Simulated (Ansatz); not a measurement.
The parent structure is TlBr in the CsCl type structure (space group Pm-3m, No. 221; a = 3.9145 Å).

Modification: an isotropic linear strain of +1.50 %, atoms relaxed at fixed cell.

Method: DFT with PBEsol, PAW potentials and a 420 eV plane-wave cutoff in Ansatz (a program for electronic structure), without spin-orbit coupling.

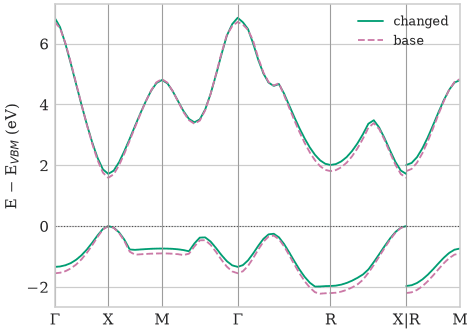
Figure. Highest valence and lowest conduction band along the path, each from its own valence-band maximum

Q: From the figure, how large is the changed gap, and is it direct?

A: About 1.7 eV, direct at X.

With Tl present, leaving out spin-orbit coupling can change the band edges. Gaps are Kohn–Sham eigenvalue differences; semilocal functionals usually give less than the measured gap. Stability against distortions was not tested.
